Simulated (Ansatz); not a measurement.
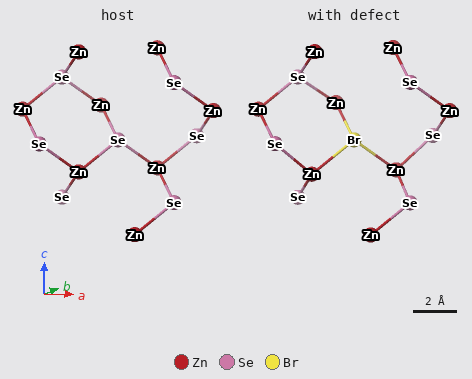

Left: perfect ZnSe. Right: the same region with one point defect, after relaxing the atoms in a supercell of 54 sites. The picture is a ball-and-stick view of the atoms within 5.4 Å of one point, in a slice 3.4 Å thick across the line of sight, seen slightly off an axis.

These are results of DFT, PBE, plane-wave PAW, default files, scalar-relativistic in Ansatz 0.2.0, not measurements. Settings: plane-wave cutoff 420 eV; k-point mesh 2 × 2 × 2; occupations fermi dirac; smearing width 0.01 eV; collinear spin. The axes drawn are those of the host's conventional cell.

Which defect is it?

A selenium atom is replaced by bromine.

The charge state of the cell is 0.

How does the lattice respond?

In the host the Se atom has 4 Zn at 2.45 Å; the Br atom ends with 4 Zn at 2.63 Å. Of the host's atoms, a zinc atom moves furthest from its site, by 0.18 Å. The cell ends without a net magnetic moment. Relaxing the atoms from the host's sites lowers the energy by 0.36 eV.
